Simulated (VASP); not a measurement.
Band structure of ZrGe2 (space group I4/mmm). Method: PBE GGA, VASP's PBE PAW potentials (set 64) (plane waves; VASP 6.6.1).

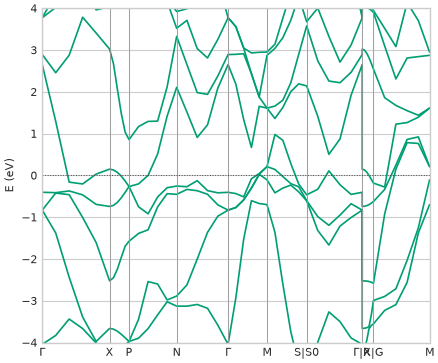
Figure. Bands along high-symmetry lines, zero at the valence-band maximum or, without a gap, the Fermi level

Q: Read the plot: is there a gap, and where are the band edges?

A: It has no gap at this level: it comes out as a metal or semimetal.

The structure was generated: ZrGe2 was put into an ordered model structure, which need not be its known phase. The cell was not relaxed at this level. The k-mesh is coarse (spacing up to 0.36 per Å, 2π included), so the numbers may not be converged in it.
